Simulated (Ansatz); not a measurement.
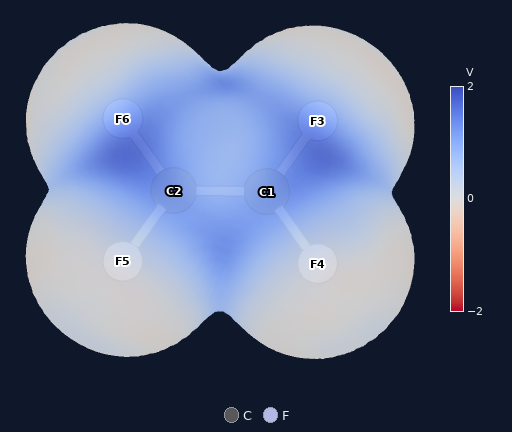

The picture shows: C2F4 (SMILES FC(F)=C(F)F). The electrostatic potential painted on the density surface at 0.004 e/bohr³, seen at a tilt; the colour scale runs from red (negative) to blue (positive).

Geometry: B3LYP/6-31G*.

All numbers below come from isolated molecule in a Gaussian basis; Kohn-Sham density functional theory, functional PBE0 (Ansatz).

```xyz
6

C    -1.9151   -0.6683    0.1693
C    -0.6631   -0.8327    0.5736
F    -2.4888    0.5196    0.0551
F    -2.7084   -1.6768   -0.1578
F    -0.0895   -2.0206    0.6878
F     0.1300    0.1758    0.9008
```

Question: Where is the surface potential most negative and most positive?

Answer: The most negative region (about −0.1 V) lies over F3, F4, F5 and F6, the most positive (about +1.7 V) over the π face of C1 and C2.

Question: What dipole moment does the calculation give?

Answer: Its dipole moment is zero.
